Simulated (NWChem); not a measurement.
SnH3O2: single-point calculation (part 1 of 2)

The run: single-point calculation of SnH3O2, multiplicity 4, SMILES [OH][SnH][OH]. Method and program: HF/STO-3G, UHF (NWChem 7.3.0).

The geometry is that of the parent species in another charge or spin state. The geometry comes from this level: PBE0-D4/def2-TZVP.

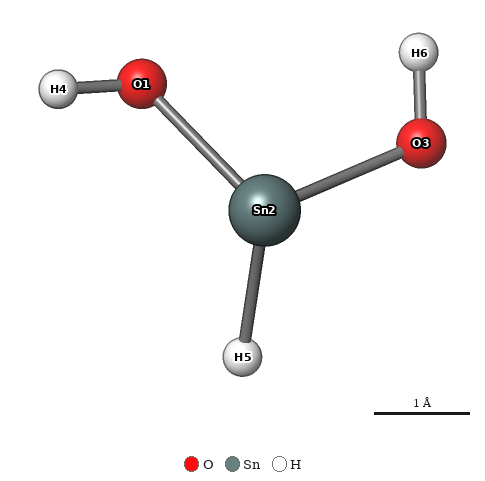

Figure 1. The structure (ball-and-stick view, seen on its broad side; atoms are numbered from 1 in the order of the input). Sticks mark near contacts. Bond lengths as drawn: H–O 0.96 Å, H–Sn 1.75 Å and O–Sn 1.96 to 1.98 Å.

Input
```
start geom
title "H3O2Sn"
memory total 2200 mb
charge 0
geometry units bohr noautosym nocenter noautoz
  O   -2.35894512  -1.29389548  -0.44106208
  Sn   0.78801579   0.57164215  -1.20866883
  O    2.67188377  -0.07237651   1.92128455
  H   -3.49977278  -1.48041145  -1.83983735
  H    0.24301878   3.82877410  -1.17975602
  H    2.23497909  -1.67429735   2.66092336
end
basis spherical bse
  * library STO-3G
end
scf
  nopen 3
  uhf
  thresh 1e-08
  maxiter 80
end
task scf
```

Machine: 1 thread of AMD EPYC (Zen 5), 32 GiB of memory available, shared host.

Command:
```bash
nwchem geom.nw > geom.out
```

The program's output
```
Northwest Computational Chemistry Package (NWChem) 7.3.0
             --------------------------------------------------------

           Job information
           ---------------

    nwchem branch   = 7.3.0
    use scalapack   = T
    input           = geom.nw
    prefix          = geom.
    data base       = ./geom.db
    status          = startup
    nproc           =        1

           Memory information
           ------------------

    heap     =     72089598 doubles =      550.0 Mbytes
    stack    =     72089595 doubles =      550.0 Mbytes
    global   =    144179200 doubles =     1100.0 Mbytes (distinct from heap & stack)
    total    =    288358393 doubles =     2200.0 Mbytes
    verify   = yes
    hardfail = no

           Directory information
           ---------------------

  0 permanent = .
  0 scratch   = .

                                NWChem Input Module
                                -------------------

                                      H3O2Sn
                                      ------

                             Geometry "geometry" -> ""
                             -------------------------

 Output coordinates in a.u. (scale by  1.000000000 to convert to a.u.)

  No.       Tag          Charge          X              Y              Z
 ---- ---------------- ---------- -------------- -------------- --------------
    1 O                    8.0000    -2.35894512    -1.29389548    -0.44106208
    2 Sn                  50.0000     0.78801579     0.57164215    -1.20866883
    3 O                    8.0000     2.67188377    -0.07237651     1.92128455
    4 H                    1.0000    -3.49977278    -1.48041145    -1.83983735
    5 H                    1.0000     0.24301878     3.82877410    -1.17975602
    6 H                    1.0000     2.23497909    -1.67429735     2.66092336

      Atomic Mass
      -----------

      O                 15.994910
      Sn               117.901800
      H                  1.007825

 Effective nuclear repulsion energy (a.u.)     276.8798693846

            Nuclear Dipole moment (a.u.)
            ----------------------------
        X                 Y               Z
 ---------------- ---------------- ----------------
    40.8825237900    18.3259968800   -48.9503317500

            XYZ format geometry
            -------------------
     6
 geometry
 O                    -1.24830009    -0.68470005    -0.23340002
 Sn                    0.41700003     0.30250002    -0.63960005
 O                     1.41390010    -0.03830000     1.01670007
 H                    -1.85200013    -0.78340006    -0.97360007
 H                     0.12860001     2.02610015    -0.62430005
 H                     1.18270009    -0.88600007     1.40810010

 ==============================================================================
                                internuclear distances
 ------------------------------------------------------------------------------
       center one      |      center two      | atomic units |       a.u.
 ------------------------------------------------------------------------------
    2 Sn               |   1 O                |     3.73802  |     3.73802
    3 O                |   2 Sn               |     3.70949  |     3.70949
    4 H                |   1 O                |     1.81462  |     1.81462
    5 H                |   2 Sn               |     3.30254  |     3.30254
    6 H                |   3 O                |     1.81772  |     1.81772
 ------------------------------------------------------------------------------
                         number of included internuclear distances:          5
 ==============================================================================

 ==============================================================================
                                 internuclear angles
 ------------------------------------------------------------------------------
        center 1       |       center 2       |       center 3       |  degrees
 ------------------------------------------------------------------------------
    2 Sn               |   1 O                |   4 H                |   114.98
    1 O                |   2 Sn               |   3 O                |    99.65
    1 O                |   2 Sn               |   5 H                |   110.58
    3 O                |   2 Sn               |   5 H                |   104.34
    2 Sn               |   3 O                |   6 H                |   111.98
 ------------------------------------------------------------------------------
                            number of included internuclear angles:          5
 ==============================================================================

 Summary of "ao basis" -> "" (spherical)
 ------------------------------------------------------------------------------
       Tag                 Description            Shells   Functions and Types
 ---------------- ------------------------------  ------  ---------------------
 *                           STO-3G                   on all atoms

                      Basis "ao basis" -> "ao basis" (spherical)
                      -----
  [basis functions not shown]

 Summary of "ao basis" -> "ao basis" (spherical)
 ------------------------------------------------------------------------------
       Tag                 Description            Shells   Functions and Types
 ---------------- ------------------------------  ------  ---------------------
 O                           STO-3G                  3        5   2s1p
 Sn                          STO-3G                 11       27   5s4p2d
 H                           STO-3G                  1        1   1s

                                 NWChem SCF Module
                                 -----------------

                                      H3O2Sn

  ao basis        = "ao basis"
  functions       =    40
  atoms           =     6
  alpha electrons =    36
  beta  electrons =    33
  charge          =   0.00
  wavefunction    = UHF
  input vectors   = atomic
  output vectors  = ./geom.movecs
  use symmetry    = F
  symmetry adapt  = F

 Summary of "ao basis" -> "ao basis" (spherical)
 ------------------------------------------------------------------------------
       Tag                 Description            Shells   Functions and Types
 ---------------- ------------------------------  ------  ---------------------
 O                           STO-3G                  3        5   2s1p
 Sn                          STO-3G                 11       27   5s4p2d
 H                           STO-3G                  1        1   1s

 Forming initial guess at       0.0s

      Superposition of Atomic Density Guess
      -------------------------------------

 Sum of atomic energies:       -6112.14794952

      Non-variational initial energy
      ------------------------------

 Total energy =   -6111.906638
 1-e energy   =   -9014.012990
 2-e energy   =    2625.226483
 HOMO         =       0.015652
 LUMO         =       0.328410

 Starting SCF solution at       0.2s

 ----------------------------------------------
         Quadratically convergent UHF

 Convergence threshold     :          1.000E-08
 Maximum no. of iterations :           80
 Integral*density screening:          1.000E-10
 ----------------------------------------------

              iter       energy          gnorm     gmax       time
             ----- ------------------- --------- --------- --------
                 1    -6112.3326745141  5.61D-01  1.99D-01      0.4
                 2    -6112.4241057966  2.06D-01  1.05D-01      0.5
                 3    -6112.4504485901  9.86D-02  3.00D-02      0.9
                 4    -6112.4570879449  1.22D-02  5.24D-03      1.7
                 5    -6112.4575514674  7.65D-04  2.53D-04      3.2
                 6    -6112.4575518200  5.32D-07  2.26D-07      5.2
                 7    -6112.4575518200  1.05D-09  3.70D-10      7.0

       Final UHF  results
       ------------------

         Total SCF energy =  -6112.457551819975
      One electron energy =  -9011.901902482492
      Two electron energy =   2622.564481277926
 Nuclear repulsion energy =    276.879869384591

                       Sz =      1.5000
                 Sz(Sz+1) =      3.7500
                      S^2 =      3.7604

        Time for solution =      6.9s

          Final alpha eigenvalues
          -----------------------

              1
    1 *********
    2 -153.4125
    3 -145.2422
    4 -145.2416
    5 -145.2411
    6  -29.4940
    7  -26.4772
    8  -26.4760
    9  -26.4751
   10  -20.4268
   11  -20.1027
   12  -18.0777
   13  -18.0772
   14  -18.0769
   15  -18.0762
   16  -18.0759
   17   -4.7208
   18   -3.4763
   19   -3.4739
   20   -3.4704
   21   -1.4472
   22   -1.1527
   23   -0.8108
   24   -0.7962
   25   -0.7925
   26   -0.7896
   27   -0.7895
   28   -0.6902
   29   -0.6563
   30   -0.6081
   31   -0.4961
   32   -0.4023
   33   -0.3405
   34   -0.2984
   35   -0.2012
   36    0.0163
   37    0.4206
   38    0.4858
   39    0.5599
   40    0.7707

          Final beta eigenvalues
          ----------------------

              1
    1 *********
    2 -153.4104
    3 -145.2402
    4 -145.2399
    5 -145.2392
    6  -29.4899
    7  -26.4736
    8  -26.4729
    9  -26.4711
   10  -20.3833
   11  -20.1013
   12  -18.0759
   13  -18.0756
   14  -18.0747
   15  -18.0745
   16  -18.0740
   17   -4.7088
   18   -3.4654
   19   -3.4622
   20   -3.4575
   21   -1.2380
   22   -1.1464
   23   -0.7940
   24   -0.7905
   25   -0.7855
   26   -0.7824
   27   -0.7803
   28   -0.6324
   29   -0.5055
   30   -0.4708
   31   -0.3471
   32   -0.2998
   33   -0.2853
   34    0.1939
   35    0.2517
   36    0.4419
   37    0.4838
   38    0.5615
   39    0.6259
   40    0.7772

                    UHF Final Alpha Molecular Orbital Analysis
                    ------------------------------------------

 Vector   21  Occ=1.000000D+00  E=-1.447209D+00
              MO Center= -1.3D+00, -6.7D-01, -3.7D-01, r^2= 4.9D-01
   Bfn.  Coefficient  Atom+Function         Bfn.  Coefficient  Atom+Function
  ----- ------------  ---------------      ----- ------------  ---------------
     2      0.937608  1 O  s                  1     -0.249457  1 O  s

 Vector   22  Occ=1.000000D+00  E=-1.152676D+00
              MO Center=  1.3D+00, -1.8D-01,  1.0D+00, r^2= 5.9D-01
   Bfn.  Coefficient  Atom+Function         Bfn.  Coefficient  Atom+Function
  ----- ------------  ---------------      ----- ------------  ---------------
    34      0.863153  3 O  s                 33     -0.236505  3 O  s
    40      0.196647  6 H  s

 Vector   23  Occ=1.000000D+00  E=-8.108111D-01
              MO Center=  1.3D-01,  1.4D-01, -5.9D-01, r^2= 9.4D-01
   Bfn.  Coefficient  Atom+Function         Bfn.  Coefficient  Atom+Function
  ----- ------------  ---------------      ----- ------------  ---------------
    28      0.632567  2 Sn d -2              31      0.421892  2 Sn d  1
    30     -0.389328  2 Sn d  0              32      0.310490  2 Sn d  2
     3      0.285546  1 O  px                29     -0.280399  2 Sn d -1
    23     -0.237806  2 Sn d -2              26     -0.158613  2 Sn d  1

 Vector   24  Occ=1.000000D+00  E=-7.961726D-01
              MO Center=  4.0D-01,  3.1D-01, -6.2D-01, r^2= 4.0D-01
   Bfn.  Coefficient  Atom+Function         Bfn.  Coefficient  Atom+Function
  ----- ------------  ---------------      ----- ------------  ---------------
    32      0.799046  2 Sn d  2              30      0.627547  2 Sn d  0
    27     -0.300251  2 Sn d  2              25     -0.235788  2 Sn d  0

 Vector   25  Occ=1.000000D+00  E=-7.925354D-01
              MO Center=  4.0D-01,  2.9D-01, -6.3D-01, r^2= 3.6D-01
   Bfn.  Coefficient  Atom+Function         Bfn.  Coefficient  Atom+Function
  ----- ------------  ---------------      ----- ------------  ---------------
    31      0.728707  2 Sn d  1              29     -0.466260  2 Sn d -1
    30      0.416439  2 Sn d  0              28     -0.356668  2 Sn d -2
    26     -0.273678  2 Sn d  1              32     -0.178526  2 Sn d  2
    24      0.175097  2 Sn d -1              25     -0.156386  2 Sn d  0

 Vector   26  Occ=1.000000D+00  E=-7.895919D-01
              MO Center=  4.1D-01,  3.0D-01, -6.3D-01, r^2= 3.2D-01
   Bfn.  Coefficient  Atom+Function         Bfn.  Coefficient  Atom+Function
  ----- ------------  ---------------      ----- ------------  ---------------
    29      0.607292  2 Sn d -1              28      0.517491  2 Sn d -2
    32     -0.451232  2 Sn d  2              30      0.405224  2 Sn d  0
    31      0.294583  2 Sn d  1              24     -0.228052  2 Sn d -1
    23     -0.194338  2 Sn d -2              27      0.169462  2 Sn d  2
    25     -0.152146  2 Sn d  0

 Vector   27  Occ=1.000000D+00  E=-7.895200D-01
              MO Center=  4.2D-01,  2.9D-01, -6.2D-01, r^2= 3.6D-01
   Bfn.  Coefficient  Atom+Function         Bfn.  Coefficient  Atom+Function
  ----- ------------  ---------------      ----- ------------  ---------------
    29      0.632356  2 Sn d -1              31      0.481016  2 Sn d  1
    28     -0.450807  2 Sn d -2              30     -0.412546  2 Sn d  0
    32      0.277856  2 Sn d  2              24     -0.237475  2 Sn d -1
    26     -0.180681  2 Sn d  1              23      0.169285  2 Sn d -2
    25      0.154966  2 Sn d  0

 Vector   28  Occ=1.000000D+00  E=-6.901749D-01
              MO Center= -1.0D+00, -5.2D-01, -3.7D-01, r^2= 1.3D+00
   Bfn.  Coefficient  Atom+Function         Bfn.  Coefficient  Atom+Function
  ----- ------------  ---------------      ----- ------------  ---------------
     3      0.464998  1 O  px                38     -0.423413  4 H  s
     5      0.420732  1 O  pz                 2      0.281742  1 O  s
    28     -0.243615  2 Sn d -2              31     -0.217331  2 Sn d  1
    19      0.198657  2 Sn s
```
